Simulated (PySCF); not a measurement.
Energy landscape of O2S, singlet: map of symmetric stretch and bend. Scanned: S-O bond length and O-S-O angle.

Calculation: restricted M06-2X/6-31G*, spherical d in PySCF 2.14.0.

Energy in mEh above the lowest grid point; x is the S-O bond length (Å), y the O-S-O angle (°).

```csv
y \ x,1.22,1.32,1.39,1.46,1.53,1.60,1.68,1.75,1.82,1.89,1.94
180,335.4,173.3,126.6,113.7,123.0,146.7,184.7,223.5,264.8,307.0,337.0
173.95,331.4,169.1,122.4,109.6,119.1,142.8,180.8,219.5,260.4,301.7,330.5
165.32,313.3,150.7,104.3,92.1,102.2,126.6,165.2,204.0,244.8,285.7,314.2
156.68,286.8,124.3,78.6,67.6,79.2,105.0,145.0,185.0,226.8,268.6,297.9
148.04,259.4,97.2,52.6,43.1,56.3,83.9,125.7,167.1,210.2,253.3,283.4
139.41,236.5,74.4,30.7,22.4,37.0,66.1,109.5,152.1,196.3,240.3,271.2
130.77,221.6,58.8,15.3,7.6,23.1,53.0,97.4,140.8,185.7,230.4,261.6
122.14,217.2,52.2,7.9,0.0,15.5,45.5,90.2,133.7,178.8,223.7,255.1
113.50,226.2,56.4,10.1,0.7,15.2,44.4,88.3,131.4,176.1,220.6,251.8
104.86,252.5,74.3,23.8,11.3,23.2,50.5,92.5,134.2,177.8,221.4,252.0
96.23,301.9,110.1,52.4,34.2,41.7,65.3,103.9,143.0,184.5,226.4,255.9
85,416.7,196.2,122.7,91.4,88.1,102.9,133.2,166.6,203.2,241.1,268.3
```

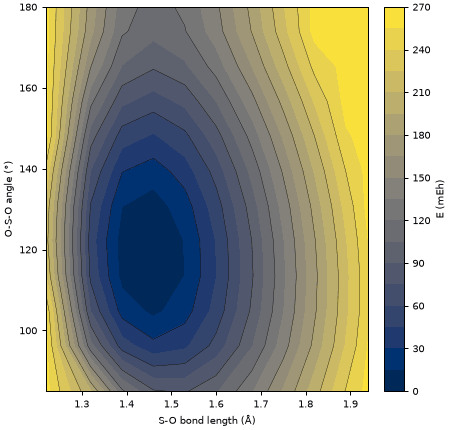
Energy surface, cut off at 260 mEh.

Points that lie below all their neighbours on the grid: x = 1.46, y = 122.14 (0.0 mEh).
